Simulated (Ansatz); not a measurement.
# SiHCl3 (trichlorosilane) at revPBE/STO-3G

What is the energy change on altering one bond length of SiHCl3 (trichlorosilane) at revPBE/STO-3G? 

Program for the calculation: Ansatz 0.2.0.

56 further runs of the same task are left out: 10 that didn't finish, 46 set aside as unsound or not needed.

### 1 The molecule

SiHCl3 has 5 atoms, charge 0, and is taken as a singlet. SMILES: `Cl[SiH](Cl)Cl`. The shape is that of a PBE0-D4/def2-TZVP optimisation.

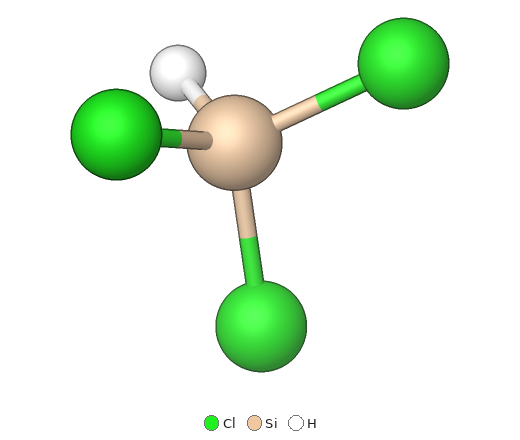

Viewed from a chosen angle; chlorine green, silicon light orange, hydrogen white.

### 2 A single-point energy at revPBE/STO-3G

job.yaml reads:

```yaml
crystal:
  periodic: [false, false, false]
  atoms:
    - {symbol: Cl, position_ang: [1.690930, -0.571430, 0.891880]}
    - {symbol: Si, position_ang: [-0.081300, -0.012690, 0.075440]}
    - {symbol: Cl, position_ang: [0.017700, 1.933700, -0.491290]}
    - {symbol: Cl, position_ang: [-0.476020, -1.170520, -1.544190]}
    - {symbol: H, position_ang: [-1.151310, -0.179060, 1.068150]}
basis:
  gaussian: {orbitals: STO-3G}
hamiltonian: {xc: {name: revPBE}}
accuracy: high
```

The run is started by

```sh
$ ansatz run job.yaml --threads 1 --pin off --max-ram 3480MiB --events-out events.jsonl --progress --plain --runs-dir runs
```

The log of the run:

```text
Warning: RAYON_NUM_THREADS=1 ignored (pool sized by the plan → 1); use --threads N
Functional definition: revPBE
  name "revPBE"
  parameter kappa = 1.245
  parameter beta = 0.06672455060314922
  exchange = pbe_x(kappa = kappa, mu = beta*pi^2/3)
  correlation = pbe_c(beta = beta)
712 factors; integrals over basis functions are off by at most 2.0e-8 eV
mean field evaluation 1: about -44951.7582 eV, gradient 3.3e1 eV
mean field evaluation 2: about -44949.0438 eV, gradient 4.4e1 eV
mean field evaluation 4: about -44956.4037 eV, gradient 5.3e-1 eV
mean field evaluation 8: about -44956.3820 eV, gradient 1.1e-3 eV
mean field evaluation 16: about -44956.3820 eV, gradient 1.4e-8 eV
mean field -44956.38203205 eV, -1652.1165671478 hartree, gradient 1.4e-8 eV, S^2 0.000000; 0 other end points of the search recorded, 0 dependent functions left out
reference -44956.38203438 eV, -1652.1165672334 hartree; 33, 33 occupied and 4, 4 virtual orbitals, 712 factors
Total energy: -44956.38203438 eV, -1652.1165672334 hartree
```

Wall time 2.1 s (1 thread of Arm Neoverse V2, shared host); peak memory 0.12 GiB.

### 3 The distorted shape at the same level

job.yaml reads:

```yaml
crystal:
  periodic: [false, false, false]
  atoms:
    - {symbol: Cl, position_ang: [1.789612, -0.281968, 1.296794]}
    - {symbol: Si, position_ang: [0.017382, 0.276772, 0.480354]}
    - {symbol: Cl, position_ang: [0.116382, 2.223162, -0.086376]}
    - {symbol: Cl, position_ang: [-0.476020, -1.170520, -1.544190]}
    - {symbol: H, position_ang: [-1.052628, 0.110402, 1.473064]}
basis:
  gaussian:
    orbitals: STO-3G
hamiltonian:
  xc: {name: revPBE}
accuracy: high
```

The run is started by

```sh
$ ansatz run job.yaml --threads 1 --pin off --max-ram 3480MiB --events-out events.jsonl --progress --plain --runs-dir runs
```

The log of the run, shortened:

```text
Warning: RAYON_NUM_THREADS=1 ignored (pool sized by the plan → 1); use --threads N
[... 6 set-up lines as earlier in the session ...]
700 factors; integrals over basis functions are off by at most 1.7e-8 eV
mean field evaluation 1: about -44949.2615 eV, gradient 3.5e1 eV
mean field evaluation 2: about -44931.7500 eV, gradient 7.0e1 eV
mean field evaluation 4: about -44955.0754 eV, gradient 7.6e0 eV
mean field evaluation 8: about -44955.4584 eV, gradient 6.6e-2 eV
mean field evaluation 16: about -44955.4585 eV, gradient 2.3e-7 eV
mean field -44955.45845360 eV, -1652.0826262656 hartree, gradient 3.0e-8 eV, S^2 0.000000; 0 other end points of the search recorded, 0 dependent functions left out
reference -44955.45845604 eV, -1652.0826263553 hartree; 33, 33 occupied and 4, 4 virtual orbitals, 700 factors
Total energy: -44955.45845604 eV, -1652.0826263553 hartree
```

It took 2 s on 1 thread of Arm Neoverse V2, shared host; peak memory 0.12 GiB.

### 4 What came out

Level: revPBE/STO-3G.

| quantity | value |
| --- | --- |
| first shape: total energy | -1652.11657 Eh |
| distorted shape: total energy | -1652.08263 Eh |
| energy change with the Si2–Cl4 bond stretched from 2.030 to 2.537 Å | 0.924 eV |

With the Si2–Cl4 bond stretched from 2.030 to 2.537 Å the energy rises by 0.92 eV (89.1 kJ/mol). The first shape isn't relaxed at this level, so the change isn't measured from a minimum. The minimal basis adds a large error of its own.
